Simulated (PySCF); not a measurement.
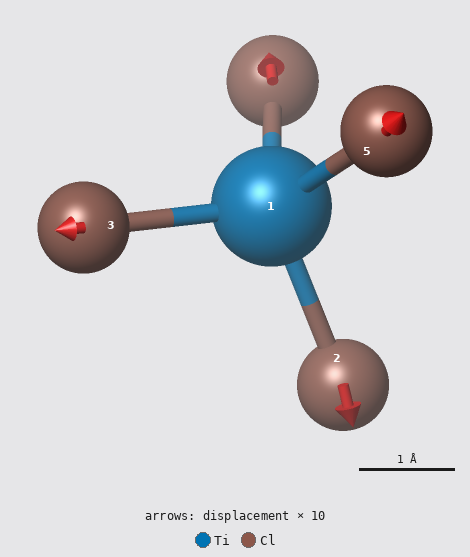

A relaxation of TiCl4. The starting structure is drawn; red arrows show the displacements, 10 times their true length. The two geometries are superimposed by the best rigid fit.

The picture is a ball-and-stick view, seen at a tilt.

The start comes from GFN2-xTB.

Theory: PBE0-D3(BJ)/def2-SVP geometry optimisation, gas phase (PySCF). 

**Which element moves most?**

Chlorine: up to 0.048 Å, against 0.006 Å for titanium.

**Describe the change and its energy.**

A Cl atom moves most after the best rigid fit: 0.048 Å. Largest moves by element: Cl 0.048 Å, Ti 0.006 Å. Among the contacts that change: Cl–Ti 2.111 → 2.150 Å. After 2 geometry steps the energy has fallen by 1.76 kcal/mol. Largest force component: 0.95 eV/Å at the start, 0.017 eV/Å at the end. The run took of the order of 15 core-seconds on a shared host.
